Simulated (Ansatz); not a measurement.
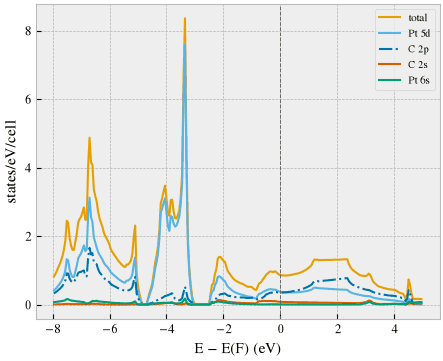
*Total and projected density of states of PtC (zinc blende, space group No. 216), DFT-PBE in the program Ansatz with PAW potentials*

Task: Which orbitals carry the states next to the Fermi level?

Result: Within 0.5 eV of the Fermi level: Pt 5d 44 %, C 2p 40 %, C 2s 10 %, outside the projected shells 6 %. Projections are on Löwdin-orthogonalised atomic valence shells; empty p or d shells of many metals are not among them.

Task: Where is the tallest occupied peak in this window, and what makes it?

Result: Near -3.3 eV, about 8.4 states/eV per cell; the largest projected share is Pt 5d.

Space group F-43m (zinc blende). The start of the workflow was typed in or built on a structure type; neither database checked (COD, Materials Project) lists it. Whether it is the stable phase at ambient conditions was not checked. Symmetry was held in the PBE relaxation; whether a distortion lowers the energy is not shown. The run is not spin-polarised. Its formation energy is positive at this level, so the cell may be metastable or incomplete. Spin–orbit coupling is left out wherever it is not named.

Potentials: the later of the program's two PAW sets.
